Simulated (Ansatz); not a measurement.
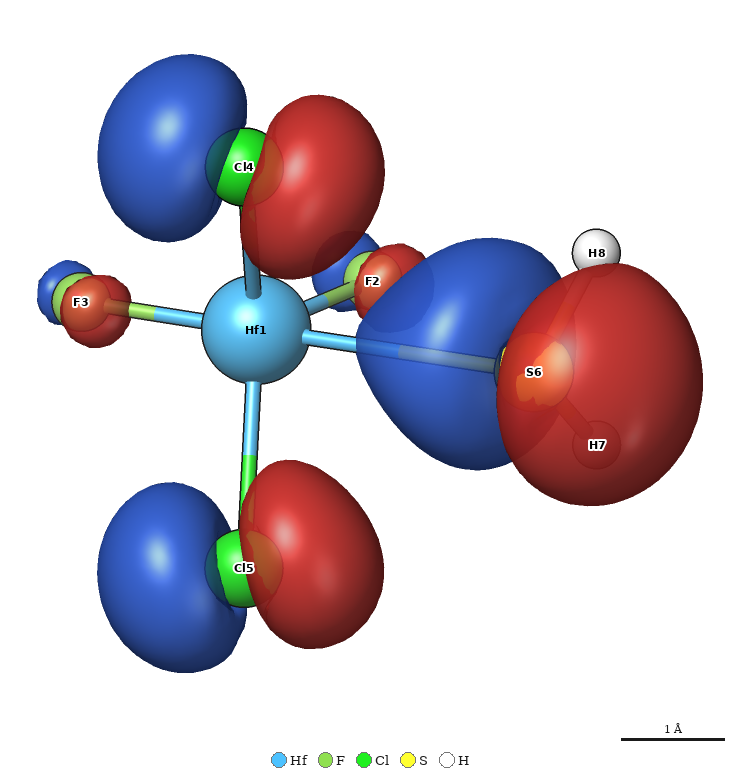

*Cl2F2H2HfS. The HOMO at ±0.1 Å⁻³ᐟ² (blue and red are the two phases), seen at a tilt.*

Core potentials replace the inner electrons of Hf.

Level of theory: Ansatz, RKS revPBE/def2-SVP.

Input

```
crystal:
  periodic: [false, false, false]
  atoms:
    - { symbol: Hf, position_ang: [-0.636233, 0.050459, -0.456742] }
    - { symbol: F, position_ang: [-0.014925, -0.021092, 2.659503] }
    - { symbol: F, position_ang: [1.177862, 0.022281, 0.142105] }
    - { symbol: Cl, position_ang: [-0.785523, 1.951799, -1.826921] }
    - { symbol: Cl, position_ang: [-0.944137, -1.856731, -1.794871] }
    - { symbol: S, position_ang: [-2.687007, 0.137648, 1.037035] }
    - { symbol: H, position_ang: [-3.181258, -1.007558, 0.481643] }
    - { symbol: H, position_ang: [-0.90678, -0.149607, 2.902748] }
basis:
  gaussian: { orbitals: def2-SVP }
hamiltonian:
  xc: revpbe
relax:
  f_tol: 0.03
  max_steps: 50
output:
  orbitals: {}
```

Launched as:

```sh
ansatz run input.yaml --threads 4 --pin off --max-ram 5120MiB --backend cpu --events-out ev --progress --plain --runs-dir out
```

The fields are those of the run's last geometry, not of the input's.

> Where does this orbital lie, and at what energy?

Its weight (Hirshfeld) is mainly on S6 (about 45 %), Cl4 (about 20 %) and Cl5 (about 20 %); largely a combination of lone pairs on S6, Cl4 and Cl5. Its energy is −7.54 eV.
